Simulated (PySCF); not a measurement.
# CCl3F, SMILES `FC(Cl)(Cl)Cl`: electronic structure

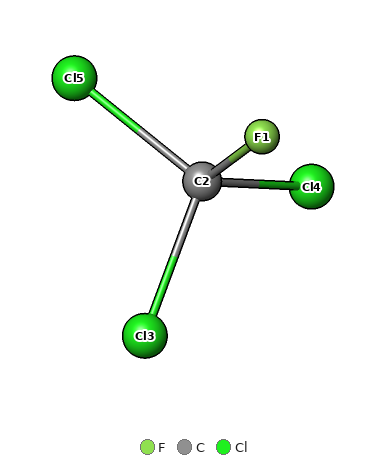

The molecule, with its atoms numbered as below. No frequency check shows the geometry to be a minimum.

Cartesian coordinates (Å):

```
F1      -0.0014   -0.0002   -1.5904
C2      -0.0002   -0.0000   -0.2531
Cl3     -0.3907    1.6327    0.3105
Cl4      1.6098   -0.4777    0.3099
Cl5     -1.2183   -1.1549    0.3109
```

Part 1: Bonding charge

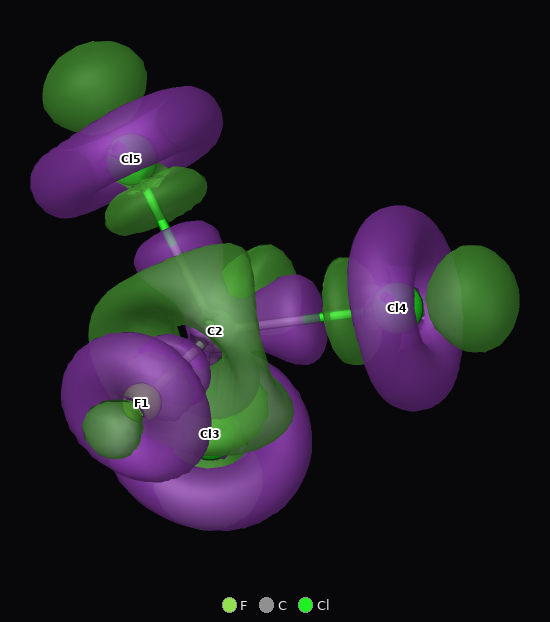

Deformation density (molecule less spherical, spin-averaged free atoms at the same positions), surfaces at ±0.07 e/Å³; purple: gain, green: loss.

Method: B3LYP/def2-SVPD; geometry: GFN2-xTB; program: PySCF.

Q: Describe the bonding that the map shows.

A: C2–Cl5, C2–Cl3 and C2–Cl4: +0.27 e/Å³ at the bond critical point (bond length 1.77 Å). F1–C2: +0.13 e/Å³ at the bond critical point (bond length 1.34 Å). In all, 1.3 electrons gather in the regions of gain relative to the promolecule. A small or negative value marks a very polar bond, one between electron-rich atoms, whose free-atom densities already overlap strongly, a long bond to a heavier atom, or a closed-shell contact such as a hydrogen bond.

Part 2: Local ionisation energy

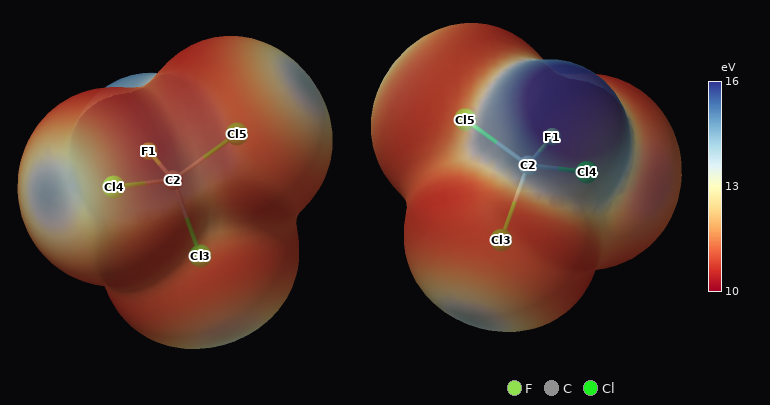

Average local ionisation energy on the surface of electron density 0.001 a.u. (back view left, front view right).

Q: Locate the minima of the map.

A: The lowest value is 10.6 eV, 2.1 Å from Cl5, and at like points elsewhere. For comparison, the highest occupied orbital lies at −9.0 eV.

Q: What volume does the surface enclose, and what is the dipole moment?

A: About 111 Å³; the dipole moment is 0.4 D.

Part 3: In an electric field

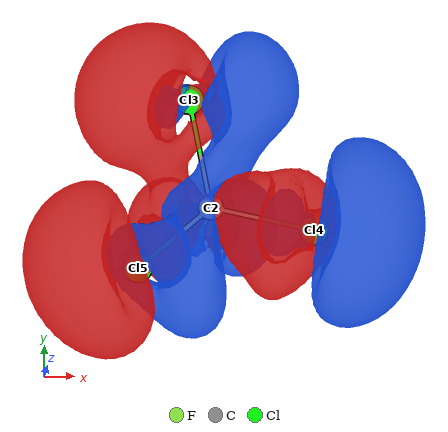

Change of the electron density in a uniform field of 0.21 V/Å, surfaces at ±0.0008 e/Å³ (blue: gain, red: loss).

Level of theory: B3LYP/def2-SVPD (PySCF), at a geometry from GFN2-xTB.

The field was applied in both directions; the picture shows the one opposite to the script's first.

Q: Along which Cartesian direction does the field point?

A: Along −x: electrons gather on the +x side, against the field.

Q: What dipole is induced, and what polarisability does it imply?

A: The induced dipole is 0.63 D (along the field); α along this axis, from the fields in both directions, is 62 bohr³ (9.2 Å³).

Part 4: Removing or adding an electron

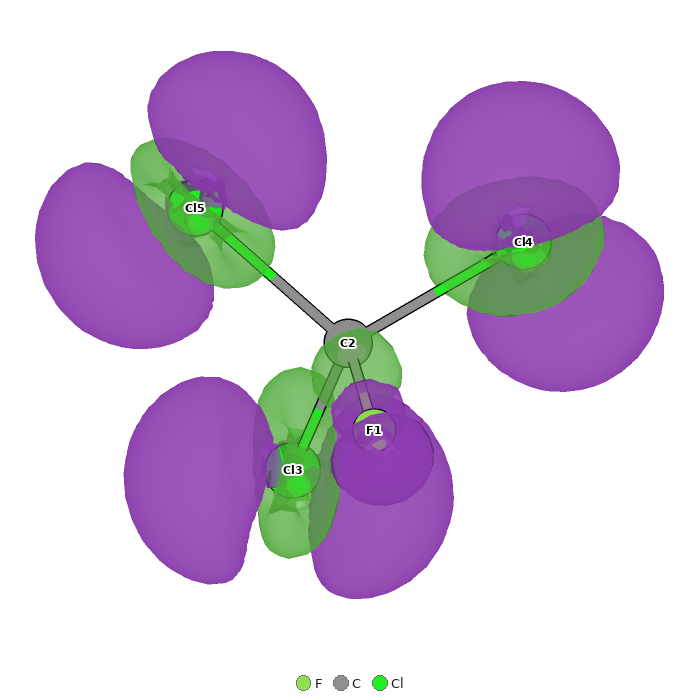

Fukui function f⁻ = ρ(N) − ρ(N−1) at fixed geometry, surfaces at ±0.02 e/Å³ (purple positive, green negative).

Q: On which atoms does the density change most on removal of an electron?

A: f⁻ (Hirshfeld-condensed) is largest on Cl3, Cl4 and Cl5 (0.31 each); the vertical ionisation energy is 11.37 eV. Condensed values hint at sites of electrophilic attack but needn't mark the atom that reacts. Orbital relaxation makes it negative in places (0.12 e in all).
